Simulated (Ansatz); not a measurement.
# KLiB2 (built on the sites of a database entry of LiB): following an unstable mode, part 3 of 3

Which phase does KLiB2 (built on the sites of a database entry of LiB) fall into along its unstable mode, and how much energy does it gain?

Ansatz 0.2.0; DFT PBE+D3(BJ), scalar-relativistic, plane waves, PAW.

So far. Step 5 (Energy along the mode, all amplitudes (two of the runs …): The lowest of the steps tried is at 0.45 Å, 11.3 meV/atom below the parent; the bottom of the well need not coincide with a step. Step 7 (The new phase in its own primitive cell): The largest force component left is 0.62 meV/Å and the pressure is -0.001 GPa, within the tolerances set. The cell now holds 16.80 Å³/atom. The relaxed cell has a, b, c = 3.141, 5.861, 7.301 Å (conventional setting).

The structure was built from a prototype and need not be the compound's stable phase.

### Step 8. Modes of the new phase, k-mesh 10×6×4

A relaxed structure may still be a saddle point, so its zone-centre modes are computed. No field response is asked, since the mesh shows no gap.

Input file input.yaml:

```yaml
crystal:
  lattice:
    - [3.140850791, 0.0, 0.0]
    - [0.0, 5.8607927126, 0.0]
    - [0.0, 0.0, 7.3013906222]
  atoms:
    - { symbol: Li, position: [0.0, 0.5609019697, 0.2986624969] }
    - { symbol: Li, position: [0.0, 0.4390980303, 0.7986624969] }
    - { symbol: K, position: [0.5, 0.1266887243, 0.152125572] }
    - { symbol: K, position: [0.5, 0.8733112757, 0.652125572] }
    - { symbol: B, position: [0.0, 0.6787775557, 0.0217100876] }
    - { symbol: B, position: [0.0, 0.3212224443, 0.5217100876] }
    - { symbol: B, position: [0.5, 0.650988398, 0.0275018436] }
    - { symbol: B, position: [0.5, 0.349011602, 0.5275018436] }
kpoints:
  mp_grid: { grid: [10, 6, 4] }
hamiltonian:
  xc: pbe
  dispersion: d3bj
scf:
  occupations: { method: methfessel_paxton, width: 0.15 }
output:
  eigenvalues: true
phonons:
  method: dfpt
```

Launch:

```console
> ansatz run input.yaml --threads 8 --pin off --max-ram 14336MiB --backend cpu --events-out ev --progress --plain --runs-dir out
```

Numbers of over 12 decimals in the logs are rounded to 6 here.

Log:

```text
zone centre: on kpoints.mp_grid the ground state, and the responses unless they are solved on pairs of k-points, stand on 84 of the mesh's 240 k-points, reduced under 2 symmetry operations, with k and −k counted as one. Each operation leaves every solved displacement unchanged or reverses it
[...]
Crystal: 8 atoms, lattice volume = 134.403 Å³
Basis set: ecut = 420 eV, 2617 PW (Γ), exchange–correlation on 48×80×100 points (8 copies of the dense FFT grid, shifted against one another)
Bands: 26, of which v1, the nominal top of the filled ones, is band 18 counted from 1 (17 counted from 0)
Symmetry: 4 space group operations
k-points: 84 of 240 (irreducible under 2 space group operations, time reversal used)
[...]
SCF iter   1: F=—  HF=-4109.432619 eV  |F-HF|=—  |Δ(HF+E_count)|=         —  Δρ=3.03e-3  dr2=2.71e-2  ethr=1.77e-3  ⟨swp⟩=8.4  Hψ=12067  notcnv=0
[...]
SCF iter  11: F=-4109.432262 eV  HF=-4109.432262 eV  |F-HF|=5.46e-12  |Δ(HF+E_count)|=  4.37e-11  S|Δr|=    0.00e0  Δρ=6.61e-8  dr2=9.75e-12  ethr=1.00e-12  ⟨swp⟩=10.5  Hψ=12688  notcnv=0
SCF 1 converged in 11 iterations: F = -4109.432262 eV  dr2 = 9.75e-12
[...]
DFPT response loops at Γ: preconditioner auto → Kerker (q_TF=auto, 2.190 Å⁻¹) (partly filled bands, converged f_vac=0.003); β = 1.00, the filter's whole step (`scf.mixing.beta` (0.50) is not read by the response loops under this deck's `scf.mixing.preconditioner`; to damp them name `kerker` or `kerker_dos`, under which they read `scf.mixing.beta`, and type it under 1.00, their step now; both keys bind the ground state too); Broyden in place of MSR1
SCF converged after 11 iterations
[...]
Free energy (F): -4109.432262 eV
[...]
Internal energy: -4109.432056 eV  (E = F + TS)
E sigma→0 (E₀):  -4109.432211 eV
Entropy (-TS):   -0.000207 eV (-0.026 meV/atom)
Fermi energy:    5.182754 eV
[...]
--- Band table (eV; the first three rows and the last of 84) ---
  k-point 0: bands = [... 14 lower, 2.1086, 2.3242, 2.4075, 2.4126, 5.2902, 6.2481, 8.0917, 8.2317, ... 4 higher]
  k-point 1: bands = [... 14 lower, 2.0977, 2.1827, 2.3807, 2.4319, 5.5742, 6.1307, 8.0269, 8.1290, ... 4 higher]
  k-point 2: bands = [... 14 lower, 2.0719, 2.0719, 2.4303, 2.4303, 5.9478, 5.9478, 7.9633, 7.9633, ... 4 higher]
  k-point 83: bands = [... 14 lower, 4.4869, 4.4869, 5.0163, 5.0163, 5.3666, 5.3666, 6.2088, 6.2088, ... 4 higher]
--- Phonons (Γ-DFPT): 12 representative perturbations + reference, on 84 of 240 k-points (Σ response iterations 38) ---
  k mesh reduced under 2 symmetry operations, with k and −k counted as one. Each operation leaves every solved displacement unchanged or reverses it
  ASR residual: 2.082e-3 → 0.000e0 eV/Å²; symmetrization residual: 1.141e-6 eV/Å²
[...]
ASR residual per site (eV/Å²): 1.00e-5 1.00e-5 2.08e-3 2.08e-3 2.69e-5 2.69e-5 1.74e-5 1.74e-5
  Γ frequencies (cm⁻¹): 0.00 0.00 0.00 39.10 52.46 57.33 104.13 114.10 114.39 146.06 153.51 201.35 230.16 273.19 308.80 322.82 393.68 437.90 489.80 530.64 575.15 658.27 1192.87 1264.23
  non-analytic LO–TO correction: not included (Born effective charges unavailable; polar crystals: no LO–TO splitting at Γ)
```

Elapsed: 40 s, on 8 threads of Arm Neoverse V2, shared host; peak memory 1.4 GiB; 4.7 min of CPU time.

This step gave:

- sum-rule residual before enforcement: 0.002082 eV/Å²
- point group: mm2
- highest optical mode at the zone centre (no LO-TO term): 1264 cm⁻¹
- lowest optical zone-centre mode: 39.1 cm⁻¹

Patterns of degenerate modes are one choice out of their space. Modes at Γ, with each element's share of the kinetic energy:

```
mode  frequency (cm⁻¹)  symmetry  Li %  K %  B %
   1               0.0  acoustic    10   58   32
   2               0.0  acoustic    10   58   32
   3               0.0  acoustic    10   58   32
   4              39.1        A2     5   89    7
   5              52.5        A2     2    5   93
   6              57.3        B1     0   36   64
   7             104.1        A1     5   72   23
   8             114.1        B2     2   88   10
   9             114.4        A2    93    6    1
  10             146.1        B1    90    7    4
  11             153.5        A1    12   56   32
  12             201.3        B2    10   41   49
  13             230.2        A1    10    6   84
  14             273.2        B2    19    7   74
  15             308.8        A1    84    8    8
  16             322.8        B2    67    6   27
  17             393.7        A1    29    1   70
  18             437.9        B2    33    1   66
  19             489.8        A1     0    0   99
  20             530.6        B2     2    0   98
  21             575.1        B2    56    0   44
  22             658.3        A1    48    0   52
  23            1192.9        A2     0    0  100
  24            1264.2        B1     0    0  100
```

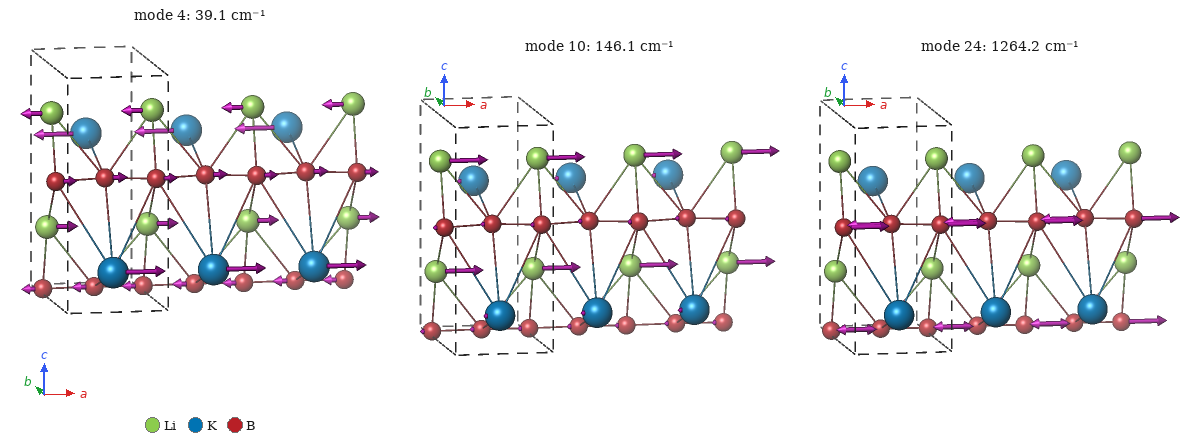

Displacement patterns of modes 4, 10 and 24 at Γ; arrows are exaggerated. 3×1×1 cells are drawn. Some periodic images of atoms are drawn too.

Before it was imposed, the acoustic sum rule was missed by 0.0021 eV/Å². Small misses are needed for a sound result but don't prove that mesh and cutoff are converged. The lowest optical mode is real, 39.1 cm⁻¹.

### Step 9. Summary of results

| Item | Value |
| --- | --- |
| unstable mode of the parent | q = (0, -0.5, 0), 99i cm⁻¹ |
| depth at the lowest point sampled | 11.3 meV/atom |
| largest atomic shift at that point | 0.45 Å |
| space group reached (within 0.01 Å) | Pmc2_1 |
| energy gained over the parent (first relaxation, on the mesh of the frozen mode) | 118 meV/atom |
| volume per atom, phase reached | 16.8 Å³ |
| lowest optical zone-centre mode, phase reached | 39.1 cm⁻¹ |
| highest optical mode at the zone centre (no LO-TO term), phase reached | 1264 cm⁻¹ |

What this shows: Along this mode the structure falls into Pmc2_1, 118 meV/atom below the parent. At the parent's cell the well is 11.33 meV/atom deep on the steps tried, with its lowest point at a shift of 0.45 Å. Relaxing atoms and cell changes the gain by +107.01 meV/atom against the lowest step (energies at zero smearing). Most of the total comes from this relaxation. The new phase has no imaginary mode at the zone centre of its cell; other wavevectors were not checked. Of the 2 patterns followed to their end from this parent, this one reaches the lowest energy. Each path keeps the symmetry of its pattern, so a lower phase may lie along a pattern not tried. With no gap, or one that is small against the smearing, the frequencies hang on the k mesh and the smearing, most of all near Kohn anomalies. A phonon run warned that its eigensolver left some bands unconverged in a pass. In the phonons the program treats the change of the C6 weights of the dispersion term with coordination only in part. The starting cell was built on a prototype and not taken from a measurement, so the phase need not exist.

[Logs are printed without paths, hosts, clocks, repeated set-up lines and the standing remarks that a program may print on its own settings, such as how far it seeks lower states.]

[Hosts, paths, dates, database ids (printed as entryN), source tags and the programs' standing remarks are cut or masked in the printed files.]
